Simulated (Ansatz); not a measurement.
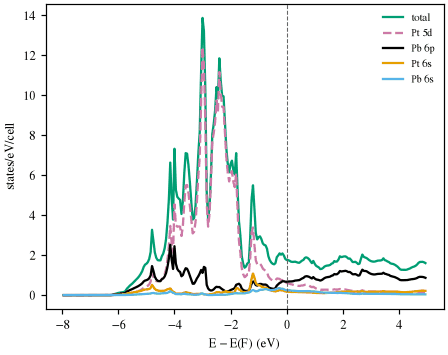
Figure. Total and projected density of states of PtPb (NiAs type, P6_3/mmc), plane-wave PAW r²SCAN (Ansatz code)

Which orbitals carry the states next to the Fermi level?

Within 0.5 eV of the Fermi level: Pt 5d 36 %, Pb 6p 35 %, Pb 6s 15 %, Pt 6s 10 %. Projections are on Löwdin-orthogonalised atomic valence shells; empty p or d shells of many metals are not among them.

Where is the tallest occupied peak in this window, and what makes it?

Near -3.0 eV, about 14 states/eV per cell; the largest projected share is Pt 5d.

The workflow started from an entry of the Crystallography Open Database (COD). Whether it is the stable phase at ambient conditions was not checked. Symmetry was held in the r²SCAN relaxation; its stability against distortions is not shown here. The run is not spin-polarised. Scalar-relativistic: spin–orbit coupling is off unless named, which matters more the heavier the elements.

Potentials: the later of the program's two PAW sets.
